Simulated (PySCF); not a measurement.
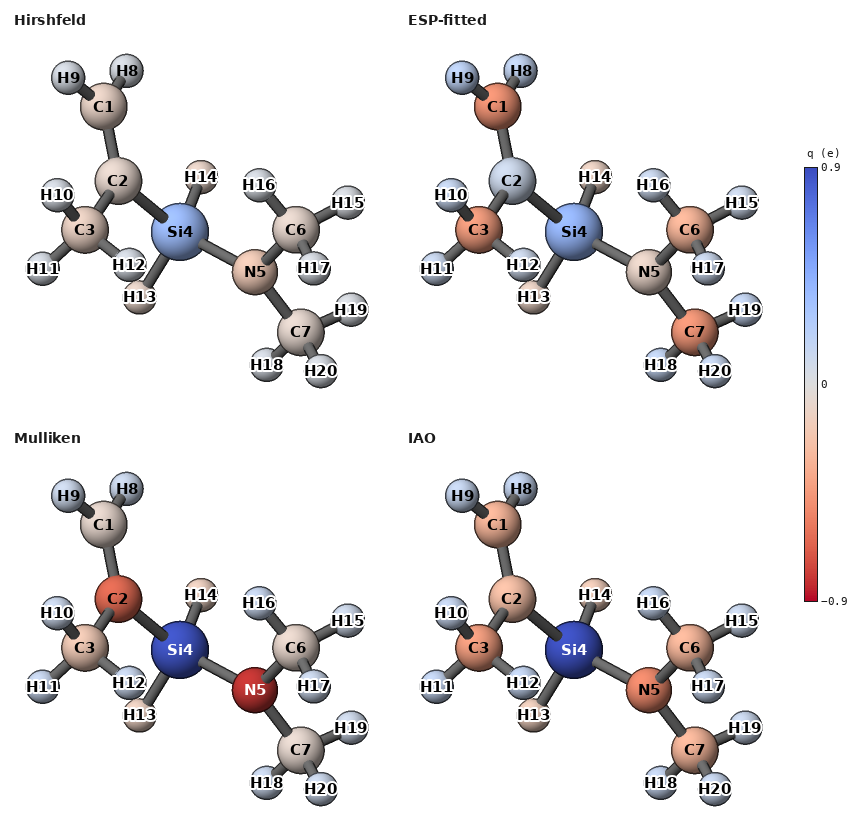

Atomic charges of one calculation by 4 schemes, on one colour scale. The geometry was computed by an optimisation with GFN2-xTB. No frequency run is at hand to confirm it as a minimum. Computed with PBE0/pcSseg-1 (PySCF 2.14.0).

Question. On which atom do the schemes disagree most?

Answer. On C2 (from −0.63 to 0.10 e).

List the charges (e), one line for each set of equivalent atoms.

| atom | Hirshfeld | ESP-fitted | Mulliken | IAO |
| --- | --- | --- | --- | --- |
| C1 | −0.10 | −0.47 | −0.08 | −0.30 |
| C2 | −0.08 | 0.10 | −0.63 | −0.25 |
| C3 | −0.12 | −0.43 | −0.18 | −0.42 |
| Si4 | 0.36 | 0.38 | 0.85 | 0.87 |
| N5 | −0.17 | −0.09 | −0.79 | −0.51 |
| C6 | −0.07 | −0.30 | −0.08 | −0.30 |
| C7 | −0.07 | −0.46 | −0.06 | −0.30 |
| H8 | 0.04 | 0.16 | 0.11 | 0.14 |
| H9 | 0.04 | 0.18 | 0.10 | 0.14 |
| H10 | 0.04 | 0.14 | 0.11 | 0.14 |
| H11 | 0.05 | 0.12 | 0.13 | 0.15 |
| H12 | 0.04 | 0.10 | 0.13 | 0.15 |
| H13 | −0.08 | −0.11 | −0.12 | −0.14 |
| H14 | −0.09 | −0.12 | −0.13 | −0.17 |
| H15 | 0.03 | 0.10 | 0.10 | 0.12 |
| H16 | 0.04 | 0.12 | 0.13 | 0.15 |
| H17 | 0.04 | 0.12 | 0.11 | 0.13 |
| H18 | 0.04 | 0.16 | 0.11 | 0.14 |
| H19 | 0.03 | 0.15 | 0.10 | 0.12 |
| H20 | 0.04 | 0.14 | 0.11 | 0.13 |

The geometry is semi-empirical. Around Si such bond lengths and angles can be off by a tenth of an ångström or more and by several degrees, and values that hang on the shape move with them.
